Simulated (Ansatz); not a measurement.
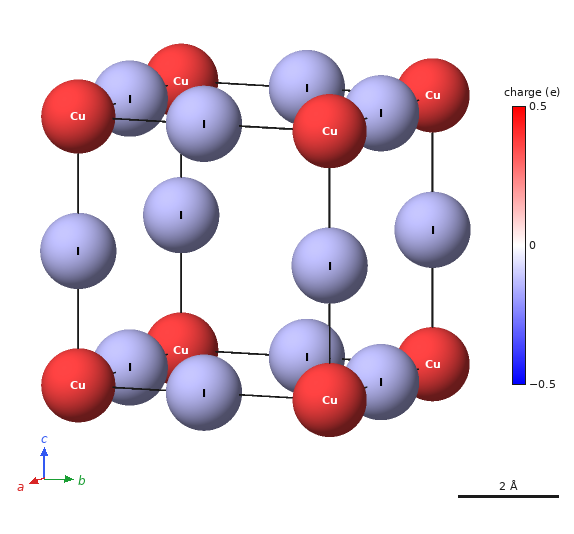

Spheres-only representation of a periodic structure, projected slightly off an axis. The wireframe shows the simulation cell. The atoms of this CuI₃ cell are coloured by their Bader charge.

Level of theory: DFT PBE+U, scalar-relativistic, plane waves, PAW (Ansatz). Settings were E_cut = 420 eV, a 6×6×6 mesh of k-points, Gaussian smearing of 0.05 eV, U_eff = 4.00 eV on Cu d, collinear spins.

Question: Which element is the most positive, and which the most negative?

Answer: Most positive: Cu; most negative: I. Charges: about Cu +0.4 e; I -0.1 e.

Origin of the cell: a structure type filled with these elements by a generator (whether the compound takes this form wasn't checked). Earlier steps of the study may have refined or changed the cell and positions. An electronic-structure calculation with Ansatz was run on it.
